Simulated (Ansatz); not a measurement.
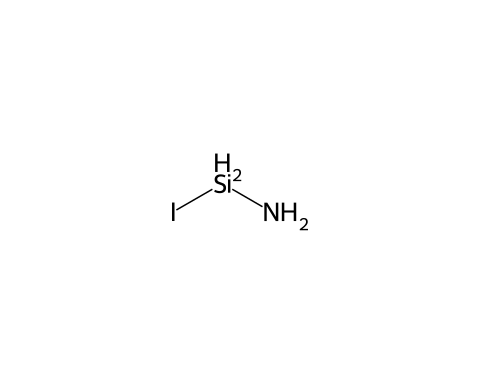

Structural formula above. The geometry was computed by an optimisation with PBE0-D4/def2-TZVP.

Describe the 3D structure.

It has 7 atoms: 4 hydrogen, 1 iodine, 1 nitrogen and 1 silicon (H₄INSi). Its SMILES string is `N[SiH2]I`. It has no ring. Among its groups: Si–H bond, Si–N bond. The point group is Cs. Coordination, clear cases only: 1 Si tetrahedral.

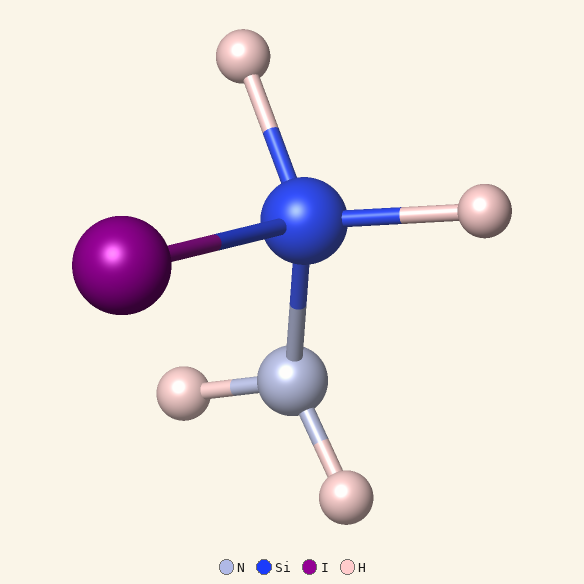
